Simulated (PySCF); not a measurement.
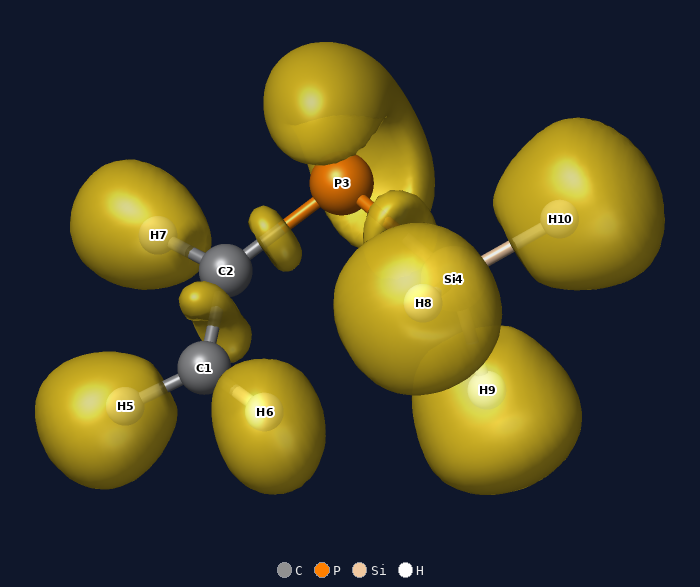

C$_{2}$H$_{6}$PSi (SMILES C=C[P-][SiH3]) (charge −1). Isosurface of the ELF at 0.85 (yellow), seen at a tilt. Only the valence region is drawn (cores and ρ < 0.01 e/Å³ removed).

Geometry: PBE0-D3(BJ)/def2-SVP.

Theory: PySCF 2.14.0, PBE0/pcSseg-1, SCF density, gas phase, non-relativistic.

| atom | x (Å) | y (Å) | z (Å) |
| --- | --- | --- | --- |
| C | 1.6757 | -0.4988 | 0.0182 |
| C | 1.3002 | 0.6931 | -0.5102 |
| P | -0.2803 | 1.5250 | -0.7557 |
| Si | -1.6267 | -0.0059 | 0.0658 |
| H | 2.7312 | -0.7945 | 0.0581 |
| H | 0.9519 | -1.2144 | 0.4259 |
| H | 2.1318 | 1.3168 | -0.8829 |
| H | -1.6533 | -1.3795 | -0.5899 |
| H | -1.4968 | -0.3847 | 1.5349 |
| H | -3.0580 | 0.4744 | -0.0505 |

Q: Describe the localisation domains.

A: The surface consists of one region between bonded C–C atoms (shared pairs), one region between bonded C–P atoms (shared pairs), one region between bonded P–Si atoms (shared pairs), six regions around hydrogen nuclei and one lobe on P, pointing away from the bonds (lone pairs). Along the contacts the grid gives the following. C–C (1.36 Å): the ELF peaks at about 0.95 between the atoms; localised, covalent bonding. C–P (1.80 Å): the ELF peaks at about 0.95 between the atoms (localised, covalent bonding).
